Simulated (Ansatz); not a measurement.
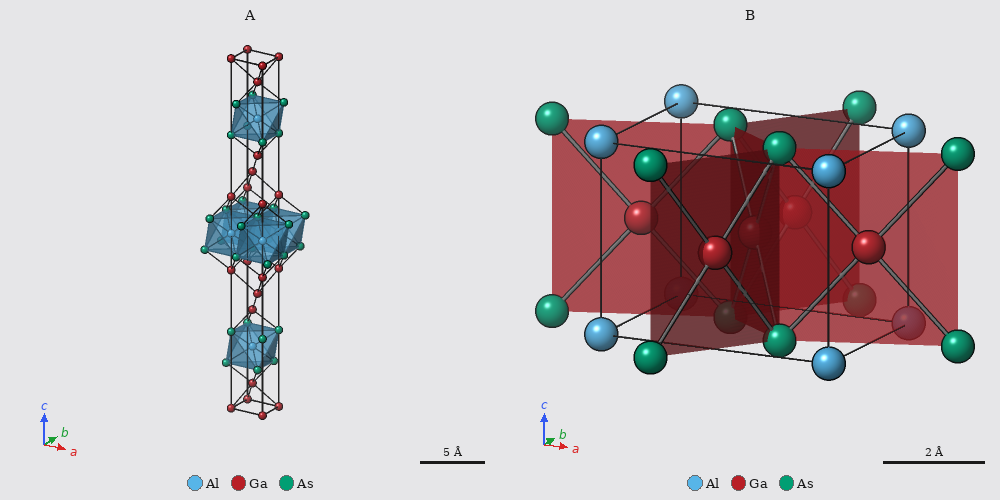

Two structures of AlGa$_{3}$As$_{2}$, each relaxed to rest (conventional cells in solid outline, small ones repeated, not to one scale). Method: Ansatz 0.2.0, DFT PBE, scalar-relativistic, plane waves, PAW, without spin polarisation.

Which structures are these?

A: 18 atoms a cell on a rhombohedral (trigonal R) lattice, R-3m. B: CeCo₃B₂ type, P6/mmm.

Which structure is more stable?

A is lower, by 361 meV/atom at this level of theory (energies at zero smearing). Volumes: A 20.1, B 22.8 Å³/atom.

One or both may be structure types tried for this composition rather than known phases.
